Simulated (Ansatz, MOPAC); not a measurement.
# A ladder of methods for C2H4AlFO (SMILES C=C[O][AlH][F])

The runs start from one conformer, not always the lowest.

C2H4AlFO, singlet, SMILES `C=C[O][AlH][F]`. Each level relaxes the structure for itself.

Quantity: the zero-point energy at each level's own minimum, in kJ/mol. The values are calculated.

```csv
level,kind,program,value (kJ/mol)
MNDO,semi-empirical,MOPAC,157.7
PM6,semi-empirical,MOPAC,144.5
PM6-D3,semi-empirical,MOPAC,144.4
PM6-D3H4X,semi-empirical,MOPAC,144.9
HF/STO-3G,Hartree–Fock,Ansatz,175.5
HF/3-21G,Hartree–Fock,Ansatz,161.2
HF/6-31G* (Cartesian functions),Hartree–Fock,Ansatz,158.5
PBE/def2-SVP,GGA,Ansatz,142.8
PBE0-D4/def2-TZVP,global hybrid,Ansatz,147.5
B3LYP/6-31G* (Cartesian functions),global hybrid,Ansatz,147.9
```

Harmonic and unscaled. The values span 142.8 to 175.5 kJ/mol. Without the sets that lack polarisation functions the rows with a basis span only 142.8 to 158.5 kJ/mol.

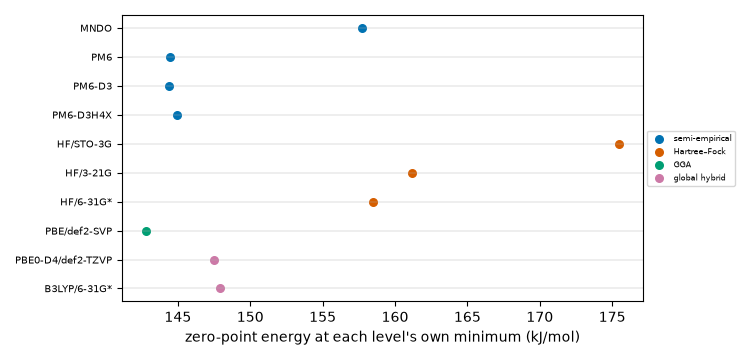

The values of the table, level by level.
